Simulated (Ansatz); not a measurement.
**Ge(eta1-allyl)H3 (C₃H₈Ge): a spread of methods and bases**

Aim: run Ge(eta1-allyl)H3 (C₃H₈Ge) under a spread of inputs, and see what each costs and gives.

Method: the settings change from run to run; program: Ansatz 0.2.0, Gaussian basis.

**1. The relaxed structure**

An earlier r2SCAN-D4/def2-SVP relaxation fixed the geometry.

12 atoms, charge 0, spin multiplicity 1.

Atoms are counted from 1 here; the program's logs count them from 0.

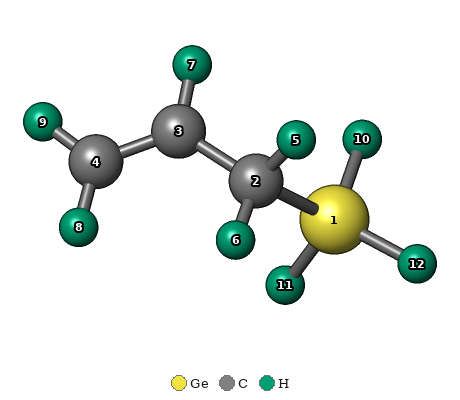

The geometry (germanium yellow, carbon grey, hydrogen teal); atoms are numbered from 1 in the order of the file.

**2. PBE0/def2-mTZVP**

Set apart from the defaults: finite nuclei, D3(BJ) dispersion.

in.yaml reads:

```yaml
crystal:
  periodic: [false, false, false]
  atoms:
    - {symbol: Ge, position_ang: [-0.079455, -0.713883, -1.668960]}
    - {symbol: C, position_ang: [-0.078085, -0.778710, 0.305034]}
    - {symbol: C, position_ang: [0.511901, 0.458961, 0.893559]}
    - {symbol: C, position_ang: [-0.174051, 1.438000, 1.499547]}
    - {symbol: H, position_ang: [0.498040, -1.675218, 0.591805]}
    - {symbol: H, position_ang: [-1.118926, -0.926473, 0.636967]}
    - {symbol: H, position_ang: [1.600239, 0.572695, 0.784493]}
    - {symbol: H, position_ang: [-1.260222, 1.376647, 1.633111]}
    - {symbol: H, position_ang: [0.328791, 2.329259, 1.884698]}
    - {symbol: H, position_ang: [1.350125, -0.460249, -2.176377]}
    - {symbol: H, position_ang: [-0.991433, 0.428196, -2.141839]}
    - {symbol: H, position_ang: [-0.586944, -2.049246, -2.242049]}
basis:
  gaussian: {orbitals: def2-mTZVP, nuclear_model: gaussian}
hamiltonian: {xc: {name: PBE0}, dispersion: d3bj}
scf: {omitted_lower_state_checks: [starts]}
output: {forces: true}
```

Run with:

```
$ ansatz run in.yaml --threads 4 --pin off --events-out ev --progress --plain --max-ram 3916MiB
```

Log:

```text
Functional definition: PBE0
  name "PBE0"
  cite "Adamo & Barone, J. Chem. Phys. 110, 6158 (1999) doi:10.1063/1.478522"
  cite "Perdew, Burke & Ernzerhof, Phys. Rev. Lett. 77, 3865 (1996) doi:10.1103/PhysRevLett.77.3865"
  parent pbe
  parameter a = 0.25
  parameter kappa = 0.804
  parameter beta = 0.06672455060314922
  exchange = (1 - a)*pbe_x(kappa = kappa, mu = beta*pi^2/3) + a*exact_x
  correlation = pbe_c(beta = beta)
these checks for a lower state are left out or cut short: starts
1157 factors; integrals over basis functions are off by at most 1.2e-3 eV
mean field evaluation 1: about -59740.2828 eV, gradient 5.8e1 eV
mean field evaluation 2: about -59735.9219 eV, gradient 7.0e1 eV
mean field evaluation 4: about -59747.9687 eV, gradient 5.3e0 eV
mean field evaluation 8: about -59748.1454 eV, gradient 2.5e-1 eV
mean field evaluation 16: about -59748.1455 eV, gradient 3.2e-5 eV
mean field -59748.14552989 eV, -2195.7038494759 hartree, gradient 3.2e-5 eV, S^2 0.000000; 0 other end points of the search recorded, 0 dependent functions left out
the calculation of the forces begins
reference -59748.14556433 eV, -2195.7038507415 hartree; 29, 29 occupied and 88, 88 virtual orbitals, 1157 factors
Total energy: -59748.35348726 eV, -2195.7114917682 hartree
Atom 0 at    -0.079455    -0.713883    -1.668960 Å, force     0.007985     0.039046     0.088128 eV/Å
Atom 1 at    -0.078085    -0.778710     0.305034 Å, force    -0.059143    -0.122945     0.168703 eV/Å
Atom 2 at     0.511901     0.458961     0.893559 Å, force    -0.113096     0.367720     0.200383 eV/Å
Atom 3 at    -0.174051     1.438000     1.499547 Å, force     0.203152    -0.331103    -0.185702 eV/Å
Atom 4 at     0.498040    -1.675218     0.591805 Å, force    -0.168295     0.273895    -0.021912 eV/Å
Atom 5 at    -1.118926    -0.926473     0.636967 Å, force     0.316745     0.049665    -0.053702 eV/Å
Atom 6 at     1.600239     0.572695     0.784493 Å, force    -0.353123    -0.043363     0.035513 eV/Å
Atom 7 at    -1.260222     1.376647     1.633111 Å, force     0.344685     0.041242    -0.033363 eV/Å
Atom 8 at     0.328791     2.329259     1.884698 Å, force    -0.177980    -0.269253    -0.118841 eV/Å
Atom 9 at     1.350125    -0.460249    -2.176377 Å, force     0.034364     0.002753    -0.028314 eV/Å
Atom 10 at    -0.991433     0.428196    -2.141839 Å, force    -0.025105     0.025788    -0.027956 eV/Å
Atom 11 at    -0.586944    -2.049246    -2.242049 Å, force    -0.010191    -0.033445    -0.022936 eV/Å
Dipole moment:     0.004781    -0.076190     0.063546 e Å
Checks for a lower state left out: starts
```

Run time: 14 s. Hardware: 4 threads of Intel Xeon at 2.50GHz, shared host.

Largest force 0.434 eV/Å, dipole 0.48 D.

**3. wB97/def2-SVP**

Set apart from the defaults: density fitting with cc-pVTZ-jkfit.

in.yaml: that of step 2 with these lines changed.

```diff
@@ -16,5 +16,4 @@
 basis:
-  gaussian: {orbitals: def2-mTZVP, nuclear_model: gaussian}
-hamiltonian: {xc: {name: PBE0}, dispersion: d3bj}
+  gaussian: {orbitals: def2-SVP, fitting: {mean_field: cc-pVTZ-jkfit}}
+hamiltonian: {xc: {name: wB97}}
 scf: {omitted_lower_state_checks: [starts]}
-output: {forces: true}
```

The command is unchanged.

Log:

```text
Functional definition: wB97
  name "wB97"
  cite "Chai & Head-Gordon, J. Chem. Phys. 128, 084106 (2008) doi:10.1063/1.2834918"
  cite "Becke, J. Chem. Phys. 107, 8554 (1997) doi:10.1063/1.475007"
  parameter omega = 0.4/bohr
  parameter cx1 = 1.13116
  parameter cx2 = -2.74915
  parameter cx3 = 12.0900
  parameter cx4 = -5.71642
  parameter css1 = -2.55352
  parameter css2 = 11.8926
  parameter css3 = -26.9452
  parameter css4 = 17.0927
  parameter cos1 = 3.99051
  parameter cos2 = -17.0066
  parameter cos3 = 1.07292
  parameter cos4 = 8.88211
  # The coefficients of nought are those of the uniform gas.
  exchange = spin_sum(e_x_unif_sr(omega)*poly(b97_u_x, 1, cx1, cx2, cx3, cx4)) + exact_x_lr(omega)
  correlation = spin_sum(e_c_pw_same_spin*poly(b97_u_same, 1, css1, css2, css3, css4))
      + integral(e_c_pw_opposite_spin*poly(b97_u_opposite, 1, cos1, cos2, cos3, cos4))
these checks for a lower state are left out or cut short: starts
684 factors; integrals over basis functions are off by at most 1.4e-1 eV
684 factors; integrals over basis functions are off by at most 9.0e-7 eV
mean field evaluation 1: about -59750.5643 eV, gradient 3.2e1 eV
mean field evaluation 2: about -59751.9768 eV, gradient 2.3e1 eV
mean field evaluation 4: about -59752.9278 eV, gradient 1.3e0 eV
mean field evaluation 8: about -59752.9343 eV, gradient 2.8e-2 eV
mean field -59752.93429838 eV, -2195.8798334718 hartree, gradient 3.4e-5 eV, S^2 0.000000; 0 other end points of the search recorded, 0 dependent functions left out
reference -59752.93428831 eV, -2195.8798331019 hartree; 29, 29 occupied and 85, 85 virtual orbitals, 684 factors
Total energy: -59752.93428831 eV, -2195.8798331019 hartree
Checks for a lower state left out: starts
```

Run time: 13 s. Hardware: 4 threads of Intel Xeon at 2.50GHz, shared host.

**4. SVWN5/def2-mTZVPP**

This run has charge -1, multiplicity 2.

in.yaml: that of step 3 with these lines changed.

```diff
@@ -16,4 +16,7 @@
 basis:
-  gaussian: {orbitals: def2-SVP, fitting: {mean_field: cc-pVTZ-jkfit}}
-hamiltonian: {xc: {name: wB97}}
+  gaussian: {orbitals: def2-mTZVPP}
+total_charge: -1
+magnetization: {spin_polarized: true, initial_magnetization: 1}
+hamiltonian: {xc: {name: SVWN5}}
 scf: {omitted_lower_state_checks: [starts]}
+output: {forces: true}
```

The command is unchanged.

Log:

```text
Functional definition: SVWN5
  name "SVWN5"
  cite "Dirac, Proc. Camb. Phil. Soc. 26, 376 (1930) doi:10.1017/S0305004100016108"
  cite "Slater, Phys. Rev. 81, 385 (1951) doi:10.1103/PhysRev.81.385"
  cite "Vosko, Wilk & Nusair, Can. J. Phys. 58, 1200 (1980) doi:10.1139/p80-159"
  exchange = slater_x
  correlation = vwn5_c
these checks for a lower state are left out or cut short: starts
1359 factors; their error is unknown
mean field evaluation 1: about -59629.5128 eV, gradient 5.2e1 eV
mean field evaluation 2: about -59518.7490 eV, gradient 1.3e2 eV
mean field evaluation 4: about -59638.6323 eV, gradient 1.9e1 eV
mean field evaluation 8: about -59641.5512 eV, gradient 5.4e-1 eV
mean field evaluation 16: about -59641.5264 eV, gradient 3.9e-4 eV
mean field -59641.52641188 eV, -2191.7856691580 hartree, gradient 3.3e-5 eV, S^2 0.750807; 0 other end points of the search recorded, 0 dependent functions left out
the calculation of the forces begins
reference -59641.52644917 eV, -2191.7856705285 hartree; 30, 29 occupied and 103, 104 virtual orbitals, 1359 factors
Total energy: -59641.52644917 eV, -2191.7856705285 hartree
Atom 0 at    -0.079455    -0.713883    -1.668960 Å, force    -0.376981    -0.058027    -0.372394 eV/Å
Atom 1 at    -0.078085    -0.778710     0.305034 Å, force     0.953073     1.151916     1.312192 eV/Å
Atom 2 at     0.511901     0.458961     0.893559 Å, force     1.075867    -2.774554    -0.812453 eV/Å
Atom 3 at    -0.174051     1.438000     1.499547 Å, force    -1.404679     1.930743     0.925577 eV/Å
Atom 4 at     0.498040    -1.675218     0.591805 Å, force    -0.075856    -0.061691    -0.143868 eV/Å
Atom 5 at    -1.118926    -0.926473     0.636967 Å, force    -0.066187     0.008928    -0.048934 eV/Å
Atom 6 at     1.600239     0.572695     0.784493 Å, force     0.015756    -0.078046    -0.098604 eV/Å
Atom 7 at    -1.260222     1.376647     1.633111 Å, force    -0.013671     0.018288     0.134480 eV/Å
Atom 8 at     0.328791     2.329259     1.884698 Å, force    -0.104182     0.142553    -0.082479 eV/Å
Atom 9 at     1.350125    -0.460249    -2.176377 Å, force     0.084223    -0.085664    -0.013628 eV/Å
Atom 10 at    -0.991433     0.428196    -2.141839 Å, force    -0.030391     0.032872    -0.150982 eV/Å
Atom 11 at    -0.586944    -2.049246    -2.242049 Å, force    -0.056973    -0.227319    -0.648906 eV/Å
Dipole moment:     0.012234    -0.624145    -0.569212 e Å
Checks for a lower state left out: starts
```

Wall time 9.5 s (4 threads of Intel Xeon at 2.50GHz, shared host).

Largest force 3.085 eV/Å, ⟨S²⟩ 0.751.

**5. wB97X/def2-mTZVPP**

This run has atoms shaken by 0.03 Å, the search for lower states set to full.

in.yaml reads:

```yaml
crystal:
  periodic: [false, false, false]
  atoms:
    - {symbol: Ge, position_ang: [-0.038955, -0.720838, -1.645889]}
    - {symbol: C, position_ang: [-0.089710, -0.813357, 0.281828]}
    - {symbol: C, position_ang: [0.527895, 0.438192, 0.894462]}
    - {symbol: C, position_ang: [-0.230184, 1.393003, 1.494429]}
    - {symbol: H, position_ang: [0.471801, -1.698758, 0.592785]}
    - {symbol: H, position_ang: [-1.108292, -0.903317, 0.582684]}
    - {symbol: H, position_ang: [1.553203, 0.517465, 0.786276]}
    - {symbol: H, position_ang: [-1.261705, 1.410509, 1.575717]}
    - {symbol: H, position_ang: [0.315640, 2.280752, 1.834234]}
    - {symbol: H, position_ang: [1.302125, -0.443303, -2.178879]}
    - {symbol: H, position_ang: [-0.910601, 0.412419, -2.147976]}
    - {symbol: H, position_ang: [-0.592725, -2.033096, -2.232121]}
basis:
  gaussian: {orbitals: def2-mTZVPP}
hamiltonian: {xc: {name: wB97X}}
scf: {lower_state_search: full}
output: {forces: true}
```

Same command.

Log:

```text
Functional definition: wB97X
  name "wB97X"
  cite "Chai & Head-Gordon, J. Chem. Phys. 128, 084106 (2008) doi:10.1063/1.2834918"
  cite "Becke, J. Chem. Phys. 107, 8554 (1997) doi:10.1063/1.475007"
  parameter omega = 0.3/bohr
  parameter cx = 0.157706
  parameter cx1 = 0.726479
  parameter cx2 = 1.04760
  parameter cx3 = -5.70635
  parameter cx4 = 13.2794
  parameter css1 = -4.33879
  parameter css2 = 18.2308
  parameter css3 = -31.7430
  parameter css4 = 17.2901
  parameter cos1 = 2.37031
  parameter cos2 = -11.3995
  parameter cos3 = 6.58405
  parameter cos4 = -3.78132
  # The coefficients of nought are those of the uniform gas.
  exchange = spin_sum(e_x_unif_sr(omega)*poly(b97_u_x, 1 - cx, cx1, cx2, cx3, cx4)) + cx*exact_x_sr(omega)
      + exact_x_lr(omega)
  correlation = spin_sum(e_c_pw_same_spin*poly(b97_u_same, 1, css1, css2, css3, css4))
      + integral(e_c_pw_opposite_spin*poly(b97_u_opposite, 1, cos1, cos2, cos3, cos4))
1258 factors; integrals over basis functions are off by at most 1.5e-3 eV
304 factors; integrals over basis functions are off by at most 7.9e-6 eV
mean field evaluation 1: about -59756.4764 eV, gradient 4.0e1 eV
mean field evaluation 2: about -59756.5980 eV, gradient 4.0e1 eV
mean field evaluation 4: about -59759.9363 eV, gradient 3.9e0 eV
mean field evaluation 8: about -59759.9569 eV, gradient 1.8e-1 eV
mean field evaluation 16: about -59759.9571 eV, gradient 1.8e-4 eV
mean field -59759.95709454 eV, -2196.1379164704 hartree, gradient 3.9e-5 eV, S^2 0.000000; 0 other end points of the search recorded, 0 dependent functions left out
the calculation of the forces begins
reference -59759.95706345 eV, -2196.1379153282 hartree; 29, 29 occupied and 104, 104 virtual orbitals, 1258 factors
Total energy: -59759.95706345 eV, -2196.1379153282 hartree
Atom 0 at    -0.038955    -0.720838    -1.645889 Å, force    -1.156658    -0.422968    -0.337984 eV/Å
Atom 1 at    -0.089710    -0.813357     0.281828 Å, force     1.379754     0.734549     0.470109 eV/Å
Atom 2 at     0.527895     0.438192     0.894462 Å, force    -4.225276    -0.061493     0.572529 eV/Å
Atom 3 at    -0.230184     1.393003     1.494429 Å, force     4.156928    -0.277491    -0.995340 eV/Å
Atom 4 at     0.471801    -1.698758     0.592785 Å, force    -0.134296    -0.042871     0.065367 eV/Å
Atom 5 at    -1.108292    -0.903317     0.582684 Å, force    -0.844430    -0.224704     0.338156 eV/Å
Atom 6 at     1.553203     0.517465     0.786276 Å, force     2.106622     0.449431     0.012290 eV/Å
Atom 7 at    -1.261705     1.410509     1.575717 Å, force    -1.970264    -0.346076     0.141372 eV/Å
Atom 8 at     0.315640     2.280752     1.834234 Å, force    -0.396557    -0.196049     0.094459 eV/Å
Atom 9 at     1.302125    -0.443303    -2.178879 Å, force     1.284108     0.088395    -0.341193 eV/Å
Atom 10 at    -0.910601     0.412419    -2.147976 Å, force    -0.306584     0.269582    -0.013952 eV/Å
Atom 11 at    -0.592725    -2.033096    -2.232121 Å, force     0.106652     0.029695    -0.005811 eV/Å
Dipole moment:     0.033830    -0.060477     0.058768 e Å
```

Run time: 23 s. Hardware: 4 threads of Intel Xeon at 2.50GHz, shared host.

Largest force 4.283 eV/Å, dipole 0.44 D.

**6. The runs in one table**

| level | charge | multiplicity | geometry | functions | energy (eV) | time |
| --- | --- | --- | --- | --- | --- | --- |
| PBE0/def2-mTZVP | 0 | 1 | relaxed | 117 | -59748.353 | 14 s |
| wB97/def2-SVP | 0 | 1 | relaxed | 114 | -59752.934 | 13 s |
| SVWN5/def2-mTZVPP | -1 | 2 | relaxed | 133 | -59641.526 | 9.5 s |
| wB97X/def2-mTZVPP | 0 | 1 | shaken | 133 | -59759.957 | 23 s |

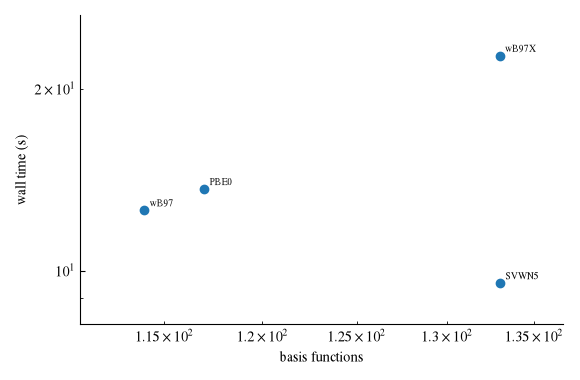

Wall time against the number of basis functions (shared host).

**7. Outcome**

```
                                         quantity                     value
                                             runs                         4
                                         quickest  SVWN5/def2-mTZVPP, 9.5 s
                                          slowest   wB97X/def2-mTZVPP, 23 s
spread of total energies, same state and geometry                    4.6 eV
```

**Reading.** Run time spans a factor of 2, from SVWN5/def2-mTZVPP to wB97X/def2-mTZVPP. The jobs differ in tasks and options as well as level. The totals spread over 5 eV; they can't be compared across methods or bases. At the r2SCAN-D4/def2-SVP geometry and in the same state, runs without warnings or point charges leave forces up to 0.43 eV/Å (PBE0/def2-mTZVP), against 4.3 eV/Å where the atoms were moved.
